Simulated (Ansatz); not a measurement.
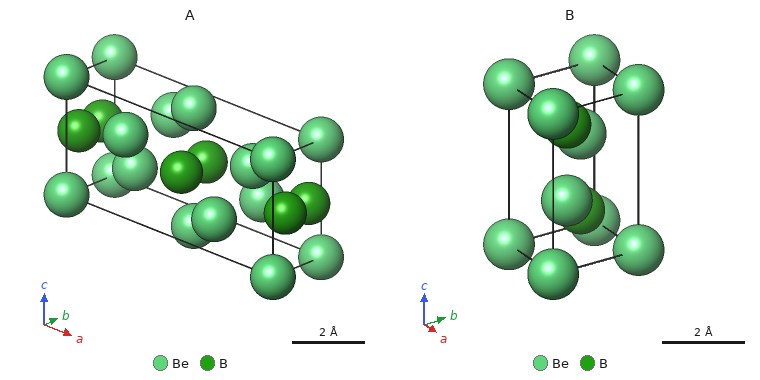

Two structures of Be3B2, each relaxed to rest (conventional cells in solid outline, small ones repeated, not to one scale). Method: DFT PBE, scalar-relativistic, plane waves, PAW in Ansatz 0.2.0, without spin polarisation.

What are A and B?

A: 10 atoms a cell on a base-centred monoclinic lattice, C2/m. B: 5 atoms a cell on a primitive hexagonal lattice, P-3m1.

What is the energy order of the two?

A is lower, by 115 meV/atom at this level of theory (energies at zero smearing). Volumes: A 7.6, B 7.4 Å³/atom.

One or both may be structure types tried for this composition rather than known phases.
